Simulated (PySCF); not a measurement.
C3H7GeN3 (SMILES Cc1c[n]([GeH3])nn1)

```yaml
atoms:
  - { symbol: C, position_ang: [2.6454, 0.1836, 0.5912] }
  - { symbol: C, position_ang: [1.2189, -0.1484, 0.3464] }
  - { symbol: C, position_ang: [0.0808, 0.6081, 0.5346] }
  - { symbol: N, position_ang: [-0.9429, -0.1817, 0.1397] }
  - { symbol: Ge, position_ang: [-2.7774, -0.0641, 0.0614] }
  - { symbol: N, position_ang: [-0.4439, -1.3589, -0.2664] }
  - { symbol: N, position_ang: [0.8256, -1.3425, -0.1459] }
  - { symbol: H, position_ang: [2.9547, 1.0193, -0.0352] }
  - { symbol: H, position_ang: [3.2563, -0.6828, 0.3555] }
  - { symbol: H, position_ang: [2.8000, 0.4611, 1.6328] }
  - { symbol: H, position_ang: [-0.0757, 1.6038, 0.8993] }
  - { symbol: H, position_ang: [-3.1442, -1.2087, -0.8012] }
  - { symbol: H, position_ang: [-3.1020, 1.2775, -0.5148] }
  - { symbol: H, position_ang: [-3.2964, -0.1667, 1.4603] }
```

Geometry: GFN2-xTB.

Method: PySCF, CAM-B3LYP/def2-SVPD, SCF density, gas phase.

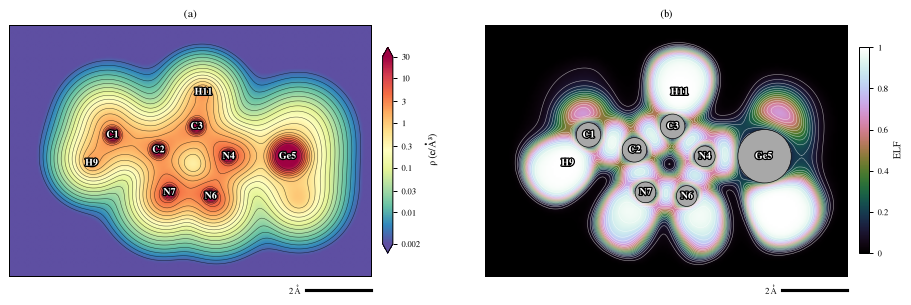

Figure 1. (a) total electron density; (b) ELF on the plane of atoms C3, N4 and N6. Grey discs cover the atomic cores in the ELF map.

> What does the map show?

- The plane passes through C, N, Ge and H nuclei.
- N–N (1.28 Å): ρ is about 3 e/Å³ halfway; the ELF peaks at about 0.90 between the atoms (localised, covalent bonding).
- C–N (1.35 Å): ρ is about 2.4 e/Å³ halfway; the ELF peaks at about 0.90 between the atoms: localised, covalent bonding.
- C–C (1.38 Å): ρ at the midpoint is about 2.1 e/Å³; the ELF peaks at about 0.95 between the atoms, as expected for a covalent bond.
- Ge–N (1.84 Å): ρ is about 0.95 e/Å³ halfway; the ELF peaks at about 0.95 in the valence shell of N, 0.6 Å from its nucleus, and is about 0.50 at the midpoint.
- C–H (1.07 Å): ρ at the midpoint is about 2 e/Å³; the ELF climbs to about 1 towards the hydrogen, as it does in any bond to H: an ordinary covalent bond to hydrogen.
- The ELF also peaks beside N6 and N7, away from the bonds: lone-pair regions.

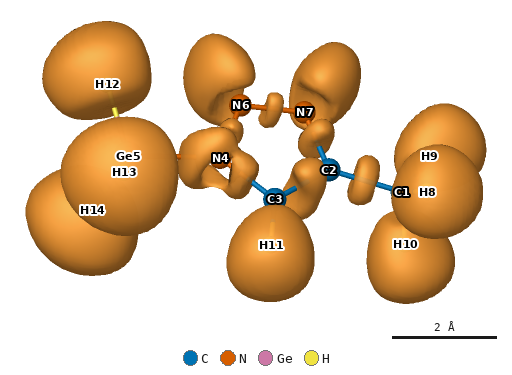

Figure 2. Isosurface of the electron localisation function at 0.8 (orange), seen at an oblique angle. Core shells and regions of very low density are left out.

> Identify the bonds, lone pairs and shells in this picture.

The ELF exceeds this value in two regions between bonded C–C atoms (shared pairs), one region between bonded C–N atoms (shared pairs), two regions between bonded N–N atoms (shared pairs), seven regions around hydrogen nuclei, one region on N in which the atom's valence shell and bonds are merged and two lobes on N, pointing away from the bonds (lone pairs).

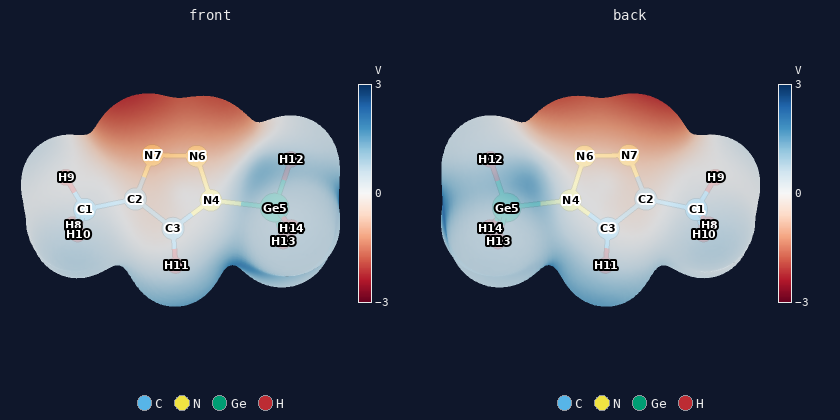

Figure 3. The electrostatic potential painted on the density surface at 0.002 e/bohr³, seen from the front and from behind; red is negative and blue positive.

> Where is the surface potential most negative and most positive?

The most negative region (about −2.1 V) lies over N7, the most positive (about +2.1 V) over Ge5. N7 is the likeliest acceptor of a hydrogen bond.
